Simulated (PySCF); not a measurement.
SMILES C=Cc1cccc(C(=O)OC)c1 at its GFN2-xTB optimised geometry (Å):

```
22

C     -2.3811    -2.4921    -0.0263
C     -2.8463    -1.2492    -0.0015
C     -2.0523    -0.0254     0.0000
C     -2.7079     1.2086     0.0019
C     -1.9999     2.3970     0.0021
C     -0.6173     2.3867     0.0008
C      0.0547     1.1663     0.0000
C      1.5350     1.0864    -0.0003
O      2.1628     0.0551     0.0111
O      2.1191     2.2955    -0.0157
C      3.5377     2.2943    -0.0168
C     -0.6598    -0.0254     0.0000
H     -3.0474    -3.3377    -0.0260
H     -1.3296    -2.7203    -0.0484
H     -3.9176    -1.0886     0.0177
H     -3.7887     1.2317     0.0027
H     -2.5308     3.3377     0.0035
H     -0.0562     3.3074     0.0011
H      3.8434     3.3371    -0.0434
H      3.9176     1.8053     0.8828
H      3.9164     1.7600    -0.8908
H     -0.1001    -0.9474     0.0010
```

Computed with PBE/def2-SVP (PySCF). Cells within 0.4 Å of a nucleus heavier than hydrogen are left out (blank, or x).

Map of the HOMO−1 amplitude (bohr^(-3/2)), clipped to [-0.25, 0.25] on the plane z = 0.0 Å; orbital energy -6.20 eV, overall sign arbitrary:

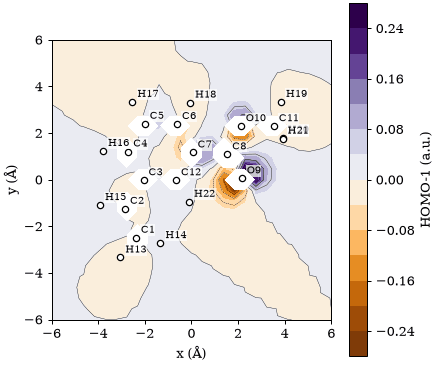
Figure. HOMO−1 amplitude (bohr^(-3/2)), clipped to [-0.25, 0.25] on the plane z = 0.0 Å.
